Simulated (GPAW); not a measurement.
**Calculation of the molecule and its ions, with input and output: BSiNH6 (part 2 of 2)**

Continued. System: BSiNH6, SMILES NB[SiH3]. Method: RPBE/real-space grid, scalar-relativistic datasets (GPAW 26.7.0). The geometry comes from this level: GFN2-xTB.

Geometry of the input (Å):
```
N  -0.8663  0.7462  -1.1380
B  0.0081  0.8057  -0.0710
Si 0.6075  -0.8352  0.8197
H  -1.2315  -0.1129  -1.5180
H  -1.2175  1.5543  -1.6289
H  0.3467  1.8859  0.2591
H  0.2493  -2.0730  0.0973
H  2.0636  -0.9381  1.0143
H  0.0403  -1.0329  2.1655
```

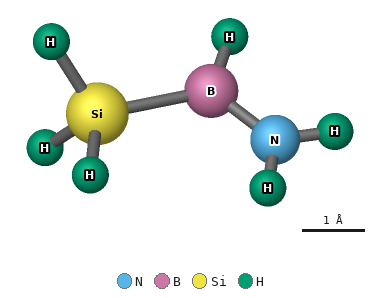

The input geometry (ball-and-stick view, seen at a tilt).

### Output, continued
```
Gap: 5.280 eV
Transition (v -> c):
  (s=0, k=0, n=8, [0.00, 0.00, 0.00]) -> (s=0, k=0, n=9, [0.00, 0.00, 0.00])
No difference between direct/indirect transitions
vacuum-level: 0.000  # V
neutral       -40.74106 eV
  __  _  _
 | _ |_)|_||  |
 |__||  | ||/\| - 26.7.0

units:  Angstrom and eV
cores:  1
OpenMP: False

Versions:
  Python: 3.12.14
  ASE:    3.29.0
  Numpy:  2.5.5
  Scipy:  1.18.1
  Libxc:  7.0.0

        _gpaw.cpython-312-x86_64-linux-gnu.so

Input parameters:
  mode=FD(),
  charge=1,
  h=0.18,
  maxiter=100,
  occupations=Occupations(name='fermi-dirac', width=0.0, fixmagmom=True),
  symmetry=Symmetry(point_group=False, time_reversal=False),
  xc=XC(name='RPBE')

Diagonalizing LCAO Hamiltonian
Converting LCAO to fd mode
         .-----------------------------.
        /|                             |
       / |                             |
      /  |                             |
     /   |                             |
    /    |                             |
   /     |                             |
  /      |                             |
 *       |                             |
 |       |                             |
 |       |         H                   |
 |       |           H                 |
 |       |          Si H               |
 |       |       NH                    |
 |       |      H                      |
 |       |                             |
 |       .-----------------------------.
 |      /                             /
 |     /                             /
 |    /                             /
 |   /                             /
 |  /                             /
 | /                             /
 |/                             /
 *-----------------------------*

Atoms  # Å, Bohr magnetons
|   | symbol |        x |        y |        z |    initial magnetic moments |
|---|--------|----------|----------|----------|-----------------------------|
| 0 |      N | 4.865210 | 7.319280 | 4.990940 | ( 0.0000,  0.0000,  0.1111) |
| 1 |      B | 5.739580 | 7.378770 | 6.057940 | ( 0.0000,  0.0000,  0.1111) |
| 2 |     Si | 6.338970 | 5.737880 | 6.948670 | ( 0.0000,  0.0000,  0.1111) |
| 3 |      H | 4.500000 | 6.460120 | 4.610880 | ( 0.0000,  0.0000,  0.1111) |
| 4 |      H | 4.513960 | 8.127310 | 4.500000 | ( 0.0000,  0.0000,  0.1111) |
| 5 |      H | 6.078210 | 8.458930 | 6.388000 | ( 0.0000,  0.0000,  0.1111) |
| 6 |      H | 5.980760 | 4.500000 | 6.226270 | ( 0.0000,  0.0000,  0.1111) |
| 7 |      H | 7.795060 | 5.634910 | 7.143230 | ( 0.0000,  0.0000,  0.1111) |
| 8 |      H | 5.771760 | 5.540160 | 8.294420 | ( 0.0000,  0.0000,  0.1111) |

Unit cell  # Å
| periodic |         x |         y |         z |   lengths |    angles |
|----------|-----------|-----------|-----------|-----------|-----------|
|       no | 12.295060 |  0.000000 |  0.000000 | 12.295060 | 90.000000 |
|       no |  0.000000 | 12.958930 |  0.000000 | 12.958930 | 90.000000 |
|       no |  0.000000 |  0.000000 | 12.794420 | 12.794420 | 90.000000 |

Number of symmetries: 1
Symmetry operations  # r_c * U_cc + t_c -> r_c
|   | kind |            matrix            |
|---|------|------------------------------|
| 0 |  E   |  1, 0, 0,  0, 1, 0,  0, 0, 1 |

BZ-sampling:
  Number of BZ points: 1
  Number of IBZ points: 1

  Monkhorst-Pack size: [1, 1, 1]
  Monkhorst-Pack shift: [0, 0, 0]

K-points  # in reciprocal-cell coordinates
|   |                                coordinates |     weight |
|---|--------------------------------------------|------------|
| 0 | (  0.00000000,   0.00000000,   0.00000000) | 1.00000000 |

Uniform wave function grid shape: (np.int64(67), np.int64(71), np.int64(71))
Spin-components: 2 (collinear spins)
Bands:           15
Projectors:      33
Spin-degeneracy: 1
Datatype:        float64

  Storage: CPU
  Wave functions: 81_059_280 bytes (81_059_280 per core)

Parallelization:
  kpt:    1
  domain: 1
  band:   1

Density:
  Valence electrons: 18.0
  Components: 2
  Grid points: [68 72 72]
  Charge: 1.0  # |e|

Potential:
  Grid points: [68 72 72]

species:
  N:
    name:    Nitrogen
    Z:       7.0
    valence: 5
    core:    2
    charge:  0.0  # [|e|]
    file:    N.RPBE.gz
    compensation charges:
      type: gauss
      rc: 0.18  # [Å]
      lmax: 2
    cutoffs:
      filter: 1.11  # [Å]
      core: 0.96  # [Å]
    projectors
    | kind |    occ | energy [eV] | rcut [Å] |
    |------|--------|-------------|----------|
    |   2s |  2.000 |     -18.658 |    0.603 |
    |   2p |  3.000 |      -7.050 |    0.529 |
    |    s |        |       8.553 |    0.603 |
    |    p |        |      20.161 |    0.529 |
    |    d |        |       0.000 |    0.577 |

    Using partial waves for N as LCAO basis

  B:
    name:    Boron
    Z:       5.0
    valence: 3
    core:    2
    charge:  0.0  # [|e|]
    file:    B.RPBE.gz
    compensation charges:
      type: gauss
      rc: 0.20  # [Å]
      lmax: 2
    cutoffs:
      filter: 1.14  # [Å]
      core: 1.38  # [Å]
    projectors
    | kind |    occ | energy [eV] | rcut [Å] |
    |------|--------|-------------|----------|
    |   2s |  2.000 |      -9.489 |    0.635 |
    |   2p |  1.000 |      -3.587 |    0.635 |
    |    s |        |      17.723 |    0.635 |
    |    p |        |      23.625 |    0.635 |
    |    d |        |       0.000 |    0.635 |

    Using partial waves for B as LCAO basis

  Si:
    name:    Silicon
    Z:       14.0
    valence: 4
    core:    10
    charge:  0.0  # [|e|]
    file:    Si.RPBE.gz
    compensation charges:
      type: gauss
      rc: 0.33  # [Å]
      lmax: 2
    cutoffs:
      filter: 1.86  # [Å]
      core: 2.06  # [Å]
    projectors
    | kind |    occ | energy [eV] | rcut [Å] |
    |------|--------|-------------|----------|
    |   3s |  2.000 |     -10.793 |    1.058 |
    |   3p |  2.000 |      -4.075 |    1.058 |
    |    s |        |      16.418 |    1.058 |
    |    p |        |      23.136 |    1.058 |
    |    d |        |       0.000 |    1.058 |

    Using partial waves for Si as LCAO basis

  H:
    name:    Hydrogen
    Z:       1.0
    valence: 1
    core:    0
    charge:  0.0  # [|e|]
    file:    H.RPBE.gz
    compensation charges:
      type: gauss
      rc: 0.15  # [Å]
      lmax: 2
    cutoffs:
      filter: 0.85  # [Å]
      core: 0.53  # [Å]
    projectors
    | kind |    occ | energy [eV] | rcut [Å] |
    |------|--------|-------------|----------|
    |   1s |  1.000 |      -6.572 |    0.476 |
    |    s |        |      20.639 |    0.476 |
    |    p |        |       0.000 |    0.476 |

    Using partial waves for H as LCAO basis

Reference energy: -10120.383277  # eV

eigensolver:
  PPCG
  Converge bands: occupied
  niter=2

density mixing:
  MSR1-Mixer
  Pratt-step length: 0.05
  Maximum mixing coefficient: 0.75
  Old densities: 10
  SVD Regularization: 0.005
  Good broyden scale: 1.0
  Trust region scale: 1.0
  Backstep threshold: 4.0
  History deletion threshold: 6.0
  Fourier metric: weight=20.0, sigma=0.015

occupation numbers:
  Fixed magnetic moment: 1.000
  # Zero width

FastPoissonSolver using
    Stencil: 6*3+1=19 point O(h^6) finite-difference Laplacian
    FFT axes: []
    FST axes: [np.int64(0), np.int64(1), np.int64(2)]

xc functional:
  name: RPBE with 2 nearest neighbor stencil
interpolation: tri-quintic # 5. degree polynomial

Initialization done in: 5.371 s

convergence criteria:
- Maximum [total energy] change in last 3 cyles: 0.0005 eV / valence electron
- Maximum integral of absolute [dens]ity change: 0.0001 electrons / valence electron
- Maximum integral of absolute [eigenst]ate change: 4e-08 eV^2 / valence electron
maximum number of iterations: 100

SCF iterations
|iter     |     time |      energy | eigst |  dens |  magmom |
|---------|----------|-------------|-------|-------|---------|
|iter:   1| 00:00:42 |  -36.047179 | +1.30 |       |  +0.9973|
|iter:   2| 00:00:46 |  -35.045179 | +0.22 | -0.43 |  +0.9975|
|iter:   3| 00:00:51 |  -33.921593 | +0.68 | -0.46 |  +0.9986|
|iter:   4| 00:00:55 |  -31.298496 | +0.20 | -0.50 |  +0.9991|
|iter:   5| 00:00:59 |  -30.750174 | -0.19 | -0.65 |  +0.9995|
|iter:   6| 00:01:03 |  -30.664959 | -0.59 | -0.97 |  +0.9997|
|iter:   7| 00:01:08 |  -30.643990 | -1.47 | -1.44 |  +0.9998|
|iter:   8| 00:01:12 |  -30.644509 | -1.68 | -1.65 |  +0.9999|
|iter:   9| 00:01:16 |  -30.645695c| -2.45 | -2.04 |  +1.0000|
|iter:  10| 00:01:21 |  -30.646183c| -3.16 | -2.38 |  +1.0000|
|iter:  11| 00:01:25 |  -30.646298c| -3.43 | -2.73 |  +1.0000|
|iter:  12| 00:01:29 |  -30.646326c| -4.04 | -3.07 |  +1.0000|
|iter:  13| 00:01:34 |  -30.646328c| -4.55 | -3.34 |  +1.0000|
|iter:  14| 00:01:38 |  -30.646329c| -5.18 | -3.66 |  +1.0000|
|iter:  15| 00:01:43 |  -30.646329c| -5.57 | -4.04c|  +1.0000|
|iter:  16| 00:01:47 |  -30.646329c| -6.58 | -4.58c|  +1.0000|
|iter:  17| 00:01:51 |  -30.646329c| -7.21 | -4.84c|  +1.0000|
|iter:  18| 00:01:54 |  -30.646329c| -7.58c| -5.13c|  +1.0000|

Converged in 18 steps
SCF loop duration: 74.263 s (4.126 s/step)
Energy contributions relative to reference atoms: (reference = -10120.383277)

Energy contributions:
  Kinetic:          41.973527
  Coulomb:         -43.680160
  Zero:              0.387035
  External:          0.000000
  Xc:              -29.326731
  Entropy:           0.000000
  Spinorbit:         0.000000
  ----------------------------
  Free energy:     -30.646329
  Extrapolated:    -30.646329

dipole moment: (5.584001, 6.722321, 5.937928)  # |e|*Ang

Total magnetic moment: (0.000000, 0.000000, 1.000000)

Local magnetic moments
|        x |        y |         z |
|----------|----------|-----------|
| 0.000000 | 0.000000 | -0.000737 |  # N    0
| 0.000000 | 0.000000 |  0.105123 |  # B    1
| 0.000000 | 0.000000 |  0.174396 |  # Si   2
| 0.000000 | 0.000000 |  0.010697 |  # H    3
| 0.000000 | 0.000000 |  0.016978 |  # H    4
| 0.000000 | 0.000000 |  0.071959 |  # H    5
| 0.000000 | 0.000000 |  0.028414 |  # H    6
| 0.000000 | 0.000000 |  0.006939 |  # H    7
| 0.000000 | 0.000000 |  0.010619 |  # H    8

Fermi levels: -10.738, -13.403
Eigenvalues  # (at kpt = [0.000, 0.000, 0.000])
| band index |      eig [eV] | occ [0-1] |      eig [eV] | occ [0-1] |
|------------|---------------|-----------|---------------|-----------|
|          0 |       -28.293 |     1.000 |       -28.228 |     1.000 |
|          1 |       -20.789 |     1.000 |       -20.131 |     1.000 |
|          2 |       -19.336 |     1.000 |       -19.085 |     1.000 |
|          3 |       -18.635 |     1.000 |       -18.451 |     1.000 |
|          4 |       -16.460 |     1.000 |       -16.011 |     1.000 |
|          5 |       -14.585 |     1.000 |       -14.240 |     1.000 |
|          6 |       -14.375 |     1.000 |       -13.916 |     1.000 |
|          7 |       -14.118 |     1.000 |       -13.545 |     1.000 |
|          8 |       -13.577 |     1.000 |       -13.261 |     0.000 |
|          9 |        -8.215 |     0.000 |        -7.879 |     0.000 |
|         10 |        -5.908 |     0.000 |        -5.646 |     0.000 |
|         11 |        -5.029 |     0.000 |        -4.757 |     0.000 |
|         12 |        -4.549 |     0.000 |        -4.464 |     0.000 |
|         13 |        -4.521 |     0.000 |        -4.307 |     0.000 |
|         14 |        -4.112 |     0.000 |        -4.020 |     0.000 |

Gap: 5.046 eV
Transition (v -> c):
  (s=1, k=0, n=8, [0.00, 0.00, 0.00]) -> (s=0, k=0, n=9, [0.00, 0.00, 0.00])
No difference between direct/indirect transitions
vacuum-level: 0.000  # V
oxidised      -30.64633 eV
Vertical IP = 10.095 eV
```

### Results in brief

| quantity | value |
| --- | --- |
| outcome | converged |
| ionisation energy | 10.09 eV |
| wall time | 1.9 min |
| peak memory | 1.6 GiB |
